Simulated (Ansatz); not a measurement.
**SiH₄···CH₃F: density, localisation and related maps**

```yaml
atoms:
  - { symbol: Si, position_ang: [-0.1473, 0.0550, -1.8907] }
  - { symbol: H, position_ang: [0.9504, -0.7343, -1.2769] }
  - { symbol: H, position_ang: [-0.3637, -0.4299, -3.2797] }
  - { symbol: H, position_ang: [0.2114, 1.4928, -1.9250] }
  - { symbol: H, position_ang: [-1.3983, -0.1450, -1.1165] }
  - { symbol: C, position_ang: [0.1432, -0.0981, 1.9358] }
  - { symbol: F, position_ang: [0.2822, 0.9955, 1.1073] }
  - { symbol: H, position_ang: [1.0031, -0.7575, 1.8003] }
  - { symbol: H, position_ang: [-0.7764, -0.6263, 1.6749] }
  - { symbol: H, position_ang: [0.0954, 0.2477, 2.9705] }
```

Geometry: PBE0-D4/def2-TZVP.

Computed with RKS PBE0-D4/def2-TZVPPD in Ansatz 0.2.0.

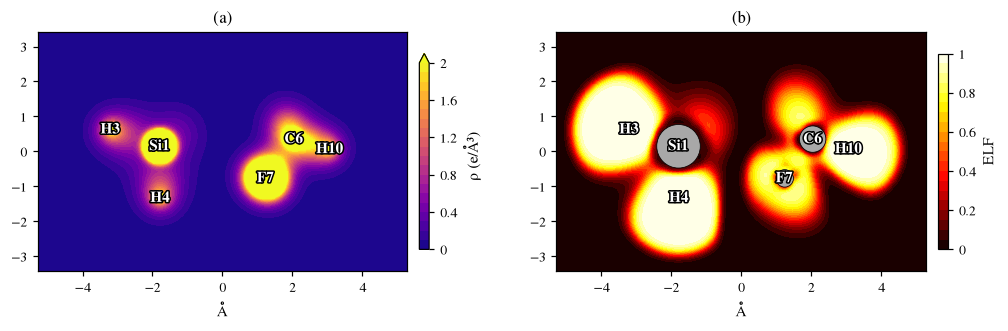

Figure 1. (a) electron density; (b) electron localisation function on the plane of atoms H3, Si1 and H4. Grey discs cover the atomic cores in the ELF map.

Interpret the plot.

- Atoms in the plane: Si, H, C and F.
- Si1···F7 (3.17 Å): the density falls to about 0.04 e/Å³ on the way; the ELF dips to about 0 between them; a non-bonded, intermolecular contact.
- C–F (1.38 Å): ρ is about 2.1 e/Å³ halfway, with its minimum of 1.6 e/Å³ about 0.5 Å from C; the ELF peaks at about 0.80 between the atoms; a shared but strongly polarised pair.
- C–H (1.09 Å): ρ is about 2.1 e/Å³ halfway; the ELF climbs to about 1 towards the hydrogen, as it does in any bond to H; an ordinary covalent bond to hydrogen.
- Si–H (1.48 Å): ρ is about 0.8 e/Å³ halfway; the ELF climbs to about 1 towards the hydrogen.
- The ELF also peaks beside F7, away from the bonds: lone-pair regions.

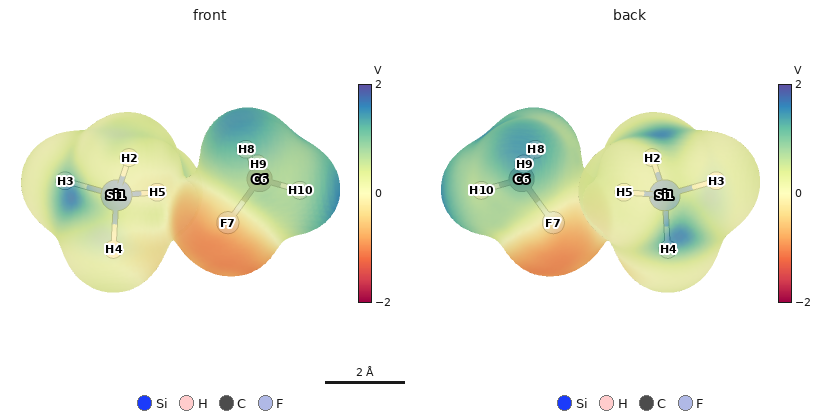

Figure 2. The electrostatic potential painted on the density surface at 0.004 e/bohr³, seen from the front and from behind; red is negative and blue positive.

Where is the surface potential most negative and most positive?

The most negative region (about −1.0 V) lies over F7, the most positive (about +1.6 V) over Si1 and H10.

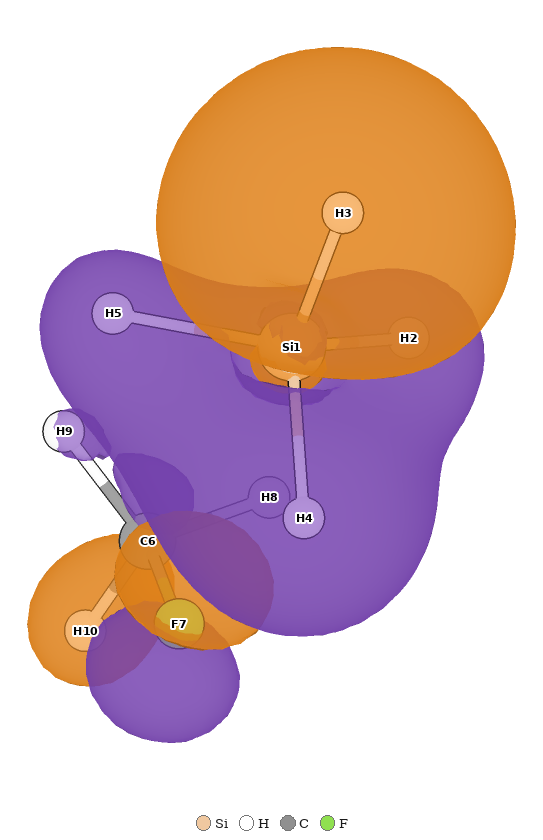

Figure 3. The HOMO at ±0.08 Å⁻³ᐟ² (orange and purple are the two phases), seen at an oblique angle.

Describe this orbital and give its energy.

Its weight (Hirshfeld) is mainly on Si1 (about 40 %), H3 (about 35 %) and H4 (about 10 %). Its energy is −9.53 eV.
